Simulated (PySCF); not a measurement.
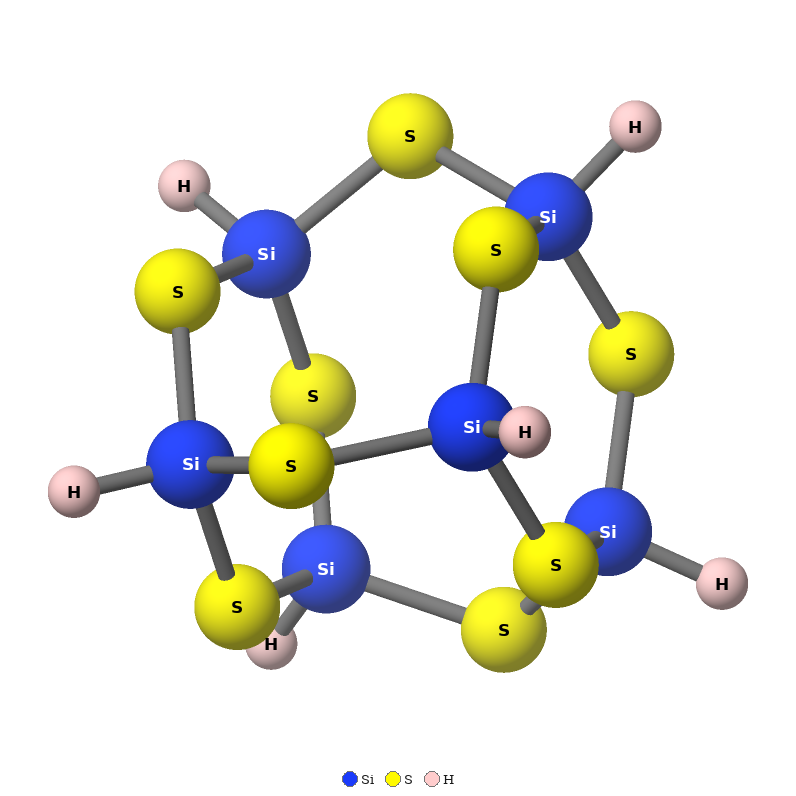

The computed structure is the end point of a GFN2-xTB optimisation. No frequency run is at hand to confirm it as a minimum. Properties computed with PBE0/6-31G*, gas phase (PySCF 2.14.0). Excitations: vertical, Tamm–Dancoff approximation.

Predict the main results.

The species is H6S9Si6 (`S1[SiH]2S[SiH]3S[SiH]1S[SiH]1S[SiH](S[SiH](S1)S3)S2`).
- dipole moment: 0.01 D
- HOMO energy (Kohn–Sham orbital): −7.85 eV
- LUMO energy (Kohn–Sham orbital): −2.16 eV
- HOMO–LUMO gap: 5.69 eV
- mean static polarisability: 274.0 bohr³
- lowest vertical singlet excitation: 4.66 eV
- its oscillator strength: 0.000

The geometry is semi-empirical. Around Si such bond lengths and angles can be off by a tenth of an ångström or more and by several degrees, and values that hang on the shape move with them.
